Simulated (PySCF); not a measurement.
# B₂AsH₅: electronic excitations at several levels of theory, part 1 of 2

How much do the electronic excitations of B₂AsH₅ (`BB[AsH2]`) depend on the level of theory, and what does each level cost?

Programs: PySCF 2.14.0, with density-fitted response routines of our own. Each step states its level of theory. These are calculated values for one molecule in the gas phase, unless marked as measured. Atoms count from 0, in the outputs and in this text.

### Step 1. The starting structure

8 atoms, charge 0, multiplicity 1; geometry from: PBE0-D3(BJ)/def2-SVP.

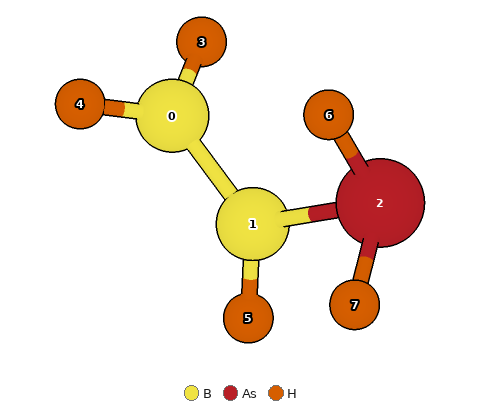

The starting geometry (boron yellow, arsenic red, hydrogen orange), atoms numbered.

### Step 2. Ultraviolet spectrum: B3LYP/def2-SVPD

Job settings and geometry (Å):

```
{"job": {"kind": "uv", "xc": "B3LYP", "basis": "def2-SVPD", "ip": true}, "charge": 0, "multiplicity": 1}
B     -1.205761     0.384107    -0.575723
B     -0.146408    -0.672430     0.097489
As     1.821180    -0.255619     0.087889
H     -1.374916     0.489325    -1.770948
H     -1.826853     1.150379     0.130355
H     -0.415660    -1.762310     0.548923
H      1.786714     1.255848     0.244018
H      2.096824    -0.563383     1.549080
```

With the program's defaults for keys left out, this is: TDDFT B3LYP/def2-SVPD, vertical, gas phase, core orbitals frozen in the response.

Command:

```bash
$ OMP_NUM_THREADS=1 python probes_run.py task.json out
```

One launch serves the whole session: the jobs run in the order shown.

The program printed:

```text
coarse grid: 30056 points
cycle   1  E = -2288.2495683831  dE = -8.294e-01  |g| = 2.539e-01  |ddm| = 3.258e+00
cycle   2  E = -2288.2524392267  dE = -2.871e-03  |g| = 2.233e-01  |ddm| = 7.271e-01
cycle   3  E = -2288.2623992008  dE = -9.960e-03  |g| = 4.144e-02  |ddm| = 3.196e-01
cycle   4  E = -2288.2630252283  dE = -6.260e-04  |g| = 1.099e-02  |ddm| = 8.816e-02
cycle   5  E = -2288.2630753959  dE = -5.017e-05  |g| = 1.994e-03  |ddm| = 2.086e-02
cycle   6  E = -2288.2630769562  dE = -1.560e-06  |g| = 4.408e-04  |ddm| = 4.749e-03
final grid: 62352 points
cycle   7  E = -2288.2630436550  dE = -2.115e-08  |g| = 4.285e-04  |ddm| = 3.233e-03
cycle   8  E = -2288.2630436504  dE =  4.625e-09  |g| = 4.448e-04  |ddm| = 1.590e-03
cycle   9  E = -2288.2630437212  dE = -7.080e-08  |g| = 2.560e-05  |ddm| = 8.010e-04
cycle  10  E = -2288.2630437214  dE = -2.428e-10  |g| = 4.931e-06  |ddm| = 4.854e-05
converged SCF energy = -2288.2630437214

Static polarisability (au): isotropic 68.060, principal 54.999 59.896 89.283

Singlet excitations
state   eV       nm        f      main configurations
  1   4.3239    286.7   0.03128   H->L+1 0.65, H->L 0.27
  2   4.3886    282.5   0.07920   H->L 0.61, H->L+1 0.31
  3   5.1925    238.8   0.02612   H-1->L 0.83, H-1->L+1 0.09
  4   5.5169    224.7   0.03532   H-1->L+1 0.81
  5   5.8708    211.2   0.00951   H-2->L 0.79, H-2->L+1 0.12
  6   6.0911    203.5   0.04218   H-3->L 0.45, H-2->L+1 0.39
  7   6.4613    191.9   0.04388   H->L+2 0.89
  8   6.4909    191.0   0.06499   H-2->L+1 0.35, H-3->L 0.26, H-3->L+1 0.20
  9   6.5784    188.5   0.04380   H->L+3 0.90
 10   7.1085    174.4   0.13247   H-3->L+1 0.61, H-3->L 0.23

Triplet excitations (Tamm-Dancoff, eV): 3.4337 3.8793 4.5726 4.8571
Vertical ionisation energy (delta-SCF) = 9.5194 eV
Vertical electron affinity (delta-SCF) = 0.1942 eV
```

It took 20 s on 1 thread of Arm Neoverse V1, shared host; peak memory 0.53 GiB.

The orbitals next to the gap, with their largest atomic shares:

```
orbital     eV                       atoms
 HOMO−3  -9.76   B0 41 %, H3 21 %, H4 18 %
 HOMO−2  -9.14  B1 28 %, As2 26 %, H5 15 %
 HOMO−1  -8.53  B0 28 %, B1 26 %, As2 20 %
   HOMO  -7.20   As2 56 %, B1 21 %, B0 8 %
   LUMO  -2.11  B0 37 %, B1 28 %, As2 15 %
 LUMO+1  -1.84  B1 36 %, B0 28 %, As2 11 %
 LUMO+2   0.16  As2 33 %, B1 26 %, B0 17 %
```

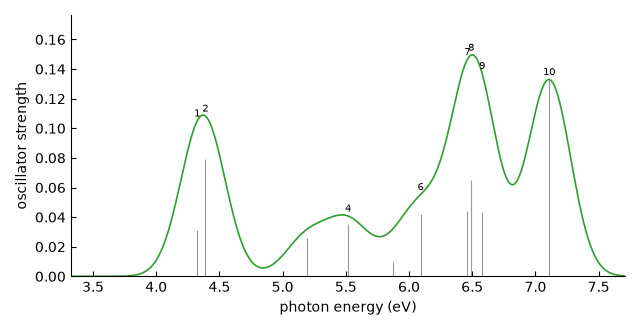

Absorption spectrum from the 10 singlet states computed; above the last one it falls off for lack of states. Lines are broadened to a width of 0.40 eV (Gaussian).

Ground-state properties from the same run:

```
           property  computed
  dipole moment (D)      0.38
polarisability (Å³)     10.09
 HOMO–LUMO gap (eV)      5.09
      −ε(HOMO) (eV)      7.20
```

### Step 3. TDDFT and polarisability: PBE0/def2-SVPD

The job, as its differences from that of step 2:

```diff
@@ -1,2 +1,2 @@
-{"job": {"kind": "uv", "xc": "B3LYP", "basis": "def2-SVPD", "ip": true}, "charge": 0, "multiplicity": 1}
+{"job": {"kind": "uv", "xc": "PBE0", "basis": "def2-SVPD", "ip": true}, "charge": 0, "multiplicity": 1}
 B     -1.205761     0.384107    -0.575723
```

With the program's defaults for keys left out, this is: TDDFT PBE0/def2-SVPD, vertical, gas phase, core orbitals frozen in the response.

The program printed:

```text
coarse grid: 30056 points
cycle   1  E = -2287.8454905842  dE = -8.255e-01  |g| = 2.169e-01  |ddm| = 3.193e+00
cycle   2  E = -2287.8493490777  dE = -3.858e-03  |g| = 1.783e-01  |ddm| = 6.049e-01
cycle   3  E = -2287.8560428878  dE = -6.694e-03  |g| = 3.268e-02  |ddm| = 2.565e-01
cycle   4  E = -2287.8564108068  dE = -3.679e-04  |g| = 9.843e-03  |ddm| = 7.044e-02
cycle   5  E = -2287.8564506095  dE = -3.980e-05  |g| = 1.729e-03  |ddm| = 1.939e-02
cycle   6  E = -2287.8564517730  dE = -1.164e-06  |g| = 3.660e-04  |ddm| = 4.051e-03
final grid: 62352 points
cycle   7  E = -2287.8564252304  dE = -2.565e-08  |g| = 3.417e-04  |ddm| = 2.522e-03
cycle   8  E = -2287.8564252321  dE = -1.626e-09  |g| = 3.382e-04  |ddm| = 1.148e-03
cycle   9  E = -2287.8564252665  dE = -3.439e-08  |g| = 1.774e-05  |ddm| = 5.594e-04
cycle  10  E = -2287.8564252666  dE = -1.264e-10  |g| = 3.929e-06  |ddm| = 3.605e-05
converged SCF energy = -2287.8564252666

Static polarisability (au): isotropic 67.527, principal 54.616 59.406 88.559

Singlet excitations
state   eV       nm        f      main configurations
  1   4.3718    283.6   0.05181   H->L 0.48, H->L+1 0.40
  2   4.4780    276.9   0.05376   H->L+1 0.54, H->L 0.36
  3   5.2482    236.2   0.03610   H-1->L 0.78, H-1->L+1 0.09
  4   5.5500    223.4   0.03155   H-1->L+1 0.79
  5   5.9094    209.8   0.01298   H-2->L 0.79, H-2->L+1 0.08
  6   6.1162    202.7   0.04255   H-3->L 0.46, H-2->L+1 0.36, H-3->L+1 0.11
  7   6.5962    188.0   0.07511   H->L+2 0.51, H->L+3 0.16, H-2->L+1 0.14
  8   6.6171    187.4   0.03052   H-2->L+1 0.28, H->L+2 0.23, H-3->L+1 0.15
  9   6.7152    184.6   0.06040   H->L+3 0.75, H->L+2 0.22
 10   7.2091    172.0   0.14470   H-3->L+1 0.57, H-3->L 0.29

Triplet excitations (Tamm-Dancoff, eV): 3.3834 3.8825 4.5168 4.8388
Vertical ionisation energy (delta-SCF) = 9.4698 eV
Vertical electron affinity (delta-SCF) = 0.2313 eV
```

Wall time 18 s (1 thread of Arm Neoverse V1, shared host); peak memory 0.53 GiB.

In short: HOMO -7.39 eV, LUMO -1.93 eV; lowest singlet 4.37 eV.

### Step 4. Excited states and response: BHandHLYP/def2-SVPD

The job, as its differences from that of step 3:

```diff
@@ -1,2 +1,2 @@
-{"job": {"kind": "uv", "xc": "PBE0", "basis": "def2-SVPD", "ip": true}, "charge": 0, "multiplicity": 1}
+{"job": {"kind": "uv", "xc": "BHandHLYP", "basis": "def2-SVPD", "ip": true}, "charge": 0, "multiplicity": 1}
 B     -1.205761     0.384107    -0.575723
```

With the program's defaults for keys left out, this is: TDDFT BHandHLYP/def2-SVPD, vertical, gas phase, core orbitals frozen in the response.

The program printed:

```text
coarse grid: 30056 points
cycle   1  E = -2288.1489586434  dE = -8.133e-01  |g| = 1.835e-01  |ddm| = 3.045e+00
cycle   2  E = -2288.1611843602  dE = -1.223e-02  |g| = 8.246e-02  |ddm| = 5.170e-01
cycle   3  E = -2288.1622410841  dE = -1.057e-03  |g| = 2.637e-02  |ddm| = 1.353e-01
cycle   4  E = -2288.1623898016  dE = -1.487e-04  |g| = 5.886e-03  |ddm| = 6.068e-02
cycle   5  E = -2288.1624009480  dE = -1.115e-05  |g| = 1.050e-03  |ddm| = 1.276e-02
cycle   6  E = -2288.1624017201  dE = -7.721e-07  |g| = 2.787e-04  |ddm| = 3.159e-03
final grid: 62352 points
cycle   7  E = -2288.1623808885  dE = -6.570e-08  |g| = 1.226e-04  |ddm| = 1.930e-03
cycle   8  E = -2288.1623808984  dE = -9.898e-09  |g| = 8.176e-05  |ddm| = 4.792e-04
cycle   9  E = -2288.1623809011  dE = -2.757e-09  |g| = 2.111e-05  |ddm| = 1.781e-04
cycle  10  E = -2288.1623809016  dE = -5.166e-10  |g| = 1.255e-05  |ddm| = 8.172e-05
converged SCF energy = -2288.1623809016

Static polarisability (au): isotropic 64.775, principal 53.712 58.071 82.542

Singlet excitations
state   eV       nm        f      main configurations
  1   4.5577    272.0   0.04958   H->L 0.40, H->L+1 0.40, H-1->L 0.08
  2   4.8947    253.3   0.04404   H->L+1 0.43, H->L 0.29, H-1->L 0.17
  3   5.7152    216.9   0.06456   H-1->L 0.57, H->L 0.19
  4   5.9224    209.3   0.01041   H-1->L+1 0.62, H-2->L+1 0.16
  5   6.3269    196.0   0.01691   H-2->L 0.49, H-3->L 0.11, H-1->L+1 0.10
  6   6.4371    192.6   0.05594   H-3->L 0.43, H-2->L+1 0.25, H-3->L+1 0.11
  7   6.7427    183.9   0.05348   H->L+3 0.68, H->L+2 0.22
  8   6.8635    180.6   0.07544   H->L+2 0.61, H->L+3 0.27
  9   7.3051    169.7   0.07484   H-2->L+1 0.39, H-2->L 0.32, H-3->L 0.10
 10   7.7298    160.4   0.18929   H->L+5 0.62, H->L+6 0.20

Triplet excitations (Tamm-Dancoff, eV): 3.6682 4.2740 4.9466 5.3135
Vertical ionisation energy (delta-SCF) = 9.4265 eV
```

Run time: 14 s. Hardware: 1 thread of Arm Neoverse V1, shared host; peak memory 0.53 GiB.

Key values: HOMO -8.27 eV, LUMO -0.91 eV; lowest singlet 4.56 eV.

### Step 5. TDDFT and polarisability: CAM-B3LYP/def2-SVPD

The job, as its differences from that of step 4:

```diff
@@ -1,2 +1,2 @@
-{"job": {"kind": "uv", "xc": "BHandHLYP", "basis": "def2-SVPD", "ip": true}, "charge": 0, "multiplicity": 1}
+{"job": {"kind": "uv", "xc": "CAM-B3LYP", "basis": "def2-SVPD", "ip": true}, "charge": 0, "multiplicity": 1}
 B     -1.205761     0.384107    -0.575723
```

Method: TDDFT CAM-B3LYP/def2-SVPD, vertical, gas phase, core orbitals frozen in the response.

The program printed:

```text
coarse grid: 30056 points
cycle   1  E = -2288.2711359583  dE = -8.051e-01  |g| = 2.330e-01  |ddm| = 3.096e+00
cycle   2  E = -2288.2817371718  dE = -1.060e-02  |g| = 1.524e-01  |ddm| = 5.373e-01
cycle   3  E = -2288.2839042075  dE = -2.167e-03  |g| = 2.520e-02  |ddm| = 1.957e-01
cycle   4  E = -2288.2840627175  dE = -1.585e-04  |g| = 8.129e-03  |ddm| = 7.576e-02
cycle   5  E = -2288.2840845598  dE = -2.184e-05  |g| = 1.139e-03  |ddm| = 1.889e-02
cycle   6  E = -2288.2840855491  dE = -9.894e-07  |g| = 3.373e-04  |ddm| = 3.846e-03
final grid: 62352 points
cycle   7  E = -2288.2840615222  dE = -8.868e-08  |g| = 1.710e-04  |ddm| = 1.835e-03
cycle   8  E = -2288.2840615367  dE = -1.448e-08  |g| = 1.328e-04  |ddm| = 6.226e-04
cycle   9  E = -2288.2840615439  dE = -7.148e-09  |g| = 2.599e-05  |ddm| = 2.289e-04
cycle  10  E = -2288.2840615447  dE = -8.254e-10  |g| = 1.671e-05  |ddm| = 1.168e-04
converged SCF energy = -2288.2840615447

Static polarisability (au): isotropic 66.241, principal 54.478 59.126 85.120

Singlet excitations
state   eV       nm        f      main configurations
  1   4.4400    279.2   0.04757   H->L+1 0.44, H->L 0.39
  2   4.7090    263.3   0.03807   H->L+1 0.41, H->L 0.31, H-1->L 0.19
  3   5.5030    225.3   0.06668   H-1->L 0.60, H->L 0.20
  4   5.6998    217.5   0.01132   H-1->L+1 0.69, H-2->L+1 0.13
  5   6.0686    204.3   0.01199   H-2->L 0.56, H-3->L 0.12
  6   6.2115    199.6   0.06747   H-3->L 0.43, H-2->L+1 0.30, H-3->L+1 0.08
  7   6.6525    186.4   0.04682   H->L+3 0.63, H->L+2 0.25
  8   6.7532    183.6   0.07002   H->L+2 0.55, H->L+3 0.32
  9   6.9720    177.8   0.06570   H-2->L+1 0.36, H-2->L 0.29, H-3->L 0.15
 10   7.5801    163.6   0.20318   H->L+5 0.39, H-3->L+1 0.24, H->L+6 0.17

Triplet excitations (Tamm-Dancoff, eV): 3.5762 4.1074 4.7696 5.1143
Vertical ionisation energy (delta-SCF) = 9.5622 eV
Vertical electron affinity (delta-SCF) = 0.1551 eV
```

Wall time 24 s (1 thread of Arm Neoverse V1, shared host); peak memory 0.54 GiB.

In short: HOMO -8.61 eV, LUMO -0.84 eV; lowest singlet 4.44 eV.

### Step 6. Excited states and response: wB97X-D/def2-SVPD

The job, as its differences from that of step 5:

```diff
@@ -1,2 +1,2 @@
-{"job": {"kind": "uv", "xc": "CAM-B3LYP", "basis": "def2-SVPD", "ip": true}, "charge": 0, "multiplicity": 1}
+{"job": {"kind": "uv", "xc": "wB97X-D", "basis": "def2-SVPD", "ip": true}, "charge": 0, "multiplicity": 1}
 B     -1.205761     0.384107    -0.575723
```

With the program's defaults for keys left out, this is: TDDFT wB97X-D/def2-SVPD, vertical, gas phase, core orbitals frozen in the response.

The program printed:

```text
coarse grid: 30056 points
cycle   1  E = -2288.2441933350  dE = -8.061e-01  |g| = 2.112e-01  |ddm| = 3.026e+00
cycle   2  E = -2288.2558747771  dE = -1.168e-02  |g| = 1.238e-01  |ddm| = 5.036e-01
cycle   3  E = -2288.2575627049  dE = -1.688e-03  |g| = 2.682e-02  |ddm| = 1.849e-01
cycle   4  E = -2288.2578012653  dE = -2.386e-04  |g| = 7.278e-03  |ddm| = 9.117e-02
cycle   5  E = -2288.2578218026  dE = -2.054e-05  |g| = 1.512e-03  |ddm| = 1.879e-02
cycle   6  E = -2288.2578238821  dE = -2.080e-06  |g| = 4.884e-04  |ddm| = 6.260e-03
final grid: 62352 points
cycle   7  E = -2288.2579641829  dE = -5.764e-07  |g| = 4.195e-04  |ddm| = 3.534e-03
cycle   8  E = -2288.2579642406  dE = -5.774e-08  |g| = 3.317e-04  |ddm| = 1.309e-03
cycle   9  E = -2288.2579642578  dE = -1.719e-08  |g| = 6.058e-05  |ddm| = 4.835e-04
cycle  10  E = -2288.2579642638  dE = -5.982e-09  |g| = 1.786e-05  |ddm| = 3.857e-04
cycle  11  E = -2288.2579642642  dE = -4.070e-10  |g| = 7.764e-06  |ddm| = 7.283e-05
converged SCF energy = -2288.2579642642

Static polarisability (au): isotropic 66.612, principal 55.053 59.286 85.496

Singlet excitations
state   eV       nm        f      main configurations
  1   4.4941    275.9   0.05143   H->L 0.49, H->L+1 0.35
  2   4.8188    257.3   0.03952   H->L+1 0.49, H->L 0.23, H-1->L 0.18
  3   5.5873    221.9   0.07770   H-1->L 0.60, H->L 0.17
  4   5.7705    214.9   0.00647   H-1->L+1 0.73
  5   6.1146    202.8   0.02334   H-2->L 0.63, H-2->L+1 0.09
  6   6.2869    197.2   0.05503   H-3->L 0.44, H-2->L+1 0.26, H-3->L+1 0.16
  7   6.6956    185.2   0.04840   H->L+3 0.82, H->L+2 0.11
  8   6.8435    181.2   0.09023   H->L+2 0.63, H->L+3 0.14
  9   7.0718    175.3   0.06020   H-2->L+1 0.41, H-2->L 0.21, H-3->L+1 0.14
 10   7.6204    162.7   0.21979   H-3->L+1 0.30, H->L+5 0.25, H-3->L 0.20

Triplet excitations (Tamm-Dancoff, eV): 3.6681 4.2730 4.8622 5.2773
Vertical ionisation energy (delta-SCF) = 9.5201 eV
Vertical electron affinity (delta-SCF) = 0.0770 eV
```

Run time: 24 s. Hardware: 1 thread of Arm Neoverse V1, shared host; peak memory 0.54 GiB.

In short: HOMO -9.14 eV, LUMO -0.07 eV; lowest singlet 4.49 eV.

### Step 7. TDDFT and polarisability: LC-wPBE/def2-SVPD

The job, as its differences from that of step 6:

```diff
@@ -1,2 +1,2 @@
-{"job": {"kind": "uv", "xc": "wB97X-D", "basis": "def2-SVPD", "ip": true}, "charge": 0, "multiplicity": 1}
+{"job": {"kind": "uv", "xc": "LC-wPBE", "basis": "def2-SVPD", "ip": true}, "charge": 0, "multiplicity": 1}
 B     -1.205761     0.384107    -0.575723
```

Level: TDDFT LC-wPBE/def2-SVPD, vertical, gas phase, core orbitals frozen in the response.

The program printed:

```text
coarse grid: 30056 points
cycle   1  E = -2287.8352374500  dE = -7.772e-01  |g| = 2.847e-01  |ddm| = 3.030e+00
cycle   2  E = -2287.8551736377  dE = -1.994e-02  |g| = 1.775e-01  |ddm| = 5.672e-01
cycle   3  E = -2287.8585491930  dE = -3.376e-03  |g| = 3.676e-02  |ddm| = 2.557e-01
cycle   4  E = -2287.8591047594  dE = -5.556e-04  |g| = 9.221e-03  |ddm| = 1.301e-01
cycle   5  E = -2287.8591451059  dE = -4.035e-05  |g| = 2.252e-03  |ddm| = 2.446e-02
cycle   6  E = -2287.8591503678  dE = -5.262e-06  |g| = 8.125e-04  |ddm| = 9.161e-03
final grid: 62352 points
cycle   7  E = -2287.8590637682  dE = -6.158e-07  |g| = 4.116e-04  |ddm| = 2.886e-03
cycle   8  E = -2287.8590639248  dE = -1.566e-07  |g| = 2.787e-04  |ddm| = 1.396e-03
cycle   9  E = -2287.8590639613  dE = -3.651e-08  |g| = 1.156e-04  |ddm| = 5.074e-04
cycle  10  E = -2287.8590639845  dE = -2.321e-08  |g| = 4.560e-05  |ddm| = 6.328e-04
cycle  11  E = -2287.8590639859  dE = -1.369e-09  |g| = 1.005e-05  |ddm| = 1.389e-04
cycle  12  E = -2287.8590639861  dE = -2.169e-10  |g| = 2.235e-06  |ddm| = 5.204e-05
converged SCF energy = -2287.8590639861

Static polarisability (au): isotropic 64.102, principal 53.390 57.695 81.220

Singlet excitations
state   eV       nm        f      main configurations
  1   4.5634    271.7   0.04485   H->L 0.46, H->L+1 0.28, H-1->L 0.14
  2   4.9619    249.9   0.01656   H->L+1 0.39, H-1->L 0.26, H-1->L+1 0.14
  3   5.7505    215.6   0.05855   H-1->L 0.26, H-2->L+1 0.19, H-2->L 0.16
  4   5.9566    208.1   0.01211   H-1->L+1 0.31, H-3->L 0.17, H->L+1 0.14
  5   6.2609    198.0   0.00680   H-2->L 0.40, H-1->L+1 0.19, H->L+1 0.13
  6   6.4280    192.9   0.13941   H-2->L+1 0.26, H-3->L 0.22, H->L 0.18
  7   6.8779    180.3   0.06280   H->L+4 0.86
  8   7.1566    173.2   0.10208   H->L+2 0.52, H->L+6 0.14, H->L+3 0.10
  9   7.5534    164.1   0.04175   H-2->L+1 0.38, H-2->L 0.26, H-3->L+1 0.09
 10   8.0008    155.0   0.21289   H->L+5 0.34, H->L+6 0.31, H-3->L 0.11

Triplet excitations (Tamm-Dancoff, eV): 3.6123 4.1883 4.8109 5.2194
Vertical ionisation energy (delta-SCF) = 9.5582 eV
```

Run time: 21 s. Hardware: 1 thread of Arm Neoverse V1, shared host; peak memory 0.5 GiB.

In short: HOMO -9.89 eV, LUMO 0.28 eV; lowest singlet 4.56 eV.

### Step 8. Excited states and response: PBE0/6-31G*

The job, as its differences from that of step 7:

```diff
@@ -1,2 +1,2 @@
-{"job": {"kind": "uv", "xc": "LC-wPBE", "basis": "def2-SVPD", "ip": true}, "charge": 0, "multiplicity": 1}
+{"job": {"kind": "uv", "xc": "PBE0", "basis": "6-31G*"}, "charge": 0, "multiplicity": 1}
 B     -1.205761     0.384107    -0.575723
```

Method: TDDFT PBE0/6-31G*, vertical, gas phase, core orbitals frozen in the response.

The program printed:

```text
coarse grid: 30056 points
cycle   1  E = -2287.8620030368  dE = -8.073e-01  |g| = 2.072e-01  |ddm| = 2.370e+00
cycle   2  E = -2287.8672611654  dE = -5.258e-03  |g| = 1.569e-01  |ddm| = 4.037e-01
cycle   3  E = -2287.8736245514  dE = -6.363e-03  |g| = 3.014e-02  |ddm| = 2.048e-01
cycle   4  E = -2287.8739501050  dE = -3.256e-04  |g| = 9.391e-03  |ddm| = 5.300e-02
cycle   5  E = -2287.8739854890  dE = -3.538e-05  |g| = 2.246e-03  |ddm| = 1.558e-02
cycle   6  E = -2287.8739869561  dE = -1.467e-06  |g| = 4.300e-04  |ddm| = 3.067e-03
final grid: 62352 points
cycle   7  E = -2287.8739538675  dE = -1.574e-08  |g| = 4.315e-04  |ddm| = 1.233e-03
cycle   8  E = -2287.8739538662  dE =  1.291e-09  |g| = 4.366e-04  |ddm| = 7.112e-04
cycle   9  E = -2287.8739538973  dE = -3.118e-08  |g| = 1.265e-05  |ddm| = 3.622e-04
cycle  10  E = -2287.8739538974  dE = -5.321e-11  |g| = 3.669e-06  |ddm| = 2.333e-05
converged SCF energy = -2287.8739538974

Static polarisability (au): isotropic 56.128, principal 41.636 49.008 77.742

Singlet excitations
state   eV       nm        f      main configurations
  1   4.4700    277.4   0.05545   H->L 0.60, H->L+1 0.28
  2   4.6636    265.9   0.04858   H->L+1 0.65, H->L 0.23
  3   5.4218    228.7   0.05052   H-1->L 0.74, H->L 0.10, H-1->L+1 0.08
  4   5.7050    217.3   0.02243   H-1->L+1 0.79
  5   6.0673    204.3   0.01445   H-2->L 0.83
  6   6.2920    197.1   0.03344   H-3->L 0.45, H-2->L+1 0.31, H-3->L+1 0.18
  7   6.8825    180.1   0.08940   H-2->L+1 0.50, H-3->L+1 0.25, H-3->L 0.10
  8   6.9887    177.4   0.02397   H->L+2 0.96
  9   7.3973    167.6   0.15501   H-3->L+1 0.47, H-3->L 0.38
 10   7.7128    160.8   0.07166   H->L+3 0.85

Triplet excitations (Tamm-Dancoff, eV): 3.4581 3.9996 4.6109 5.0182
```

Run time: 4 s. Hardware: 1 thread of Arm Neoverse V1, shared host; peak memory 0.37 GiB.

This run: HOMO -7.26 eV, LUMO -1.65 eV; lowest singlet 4.47 eV.

(Continued in part 2 of 2.)
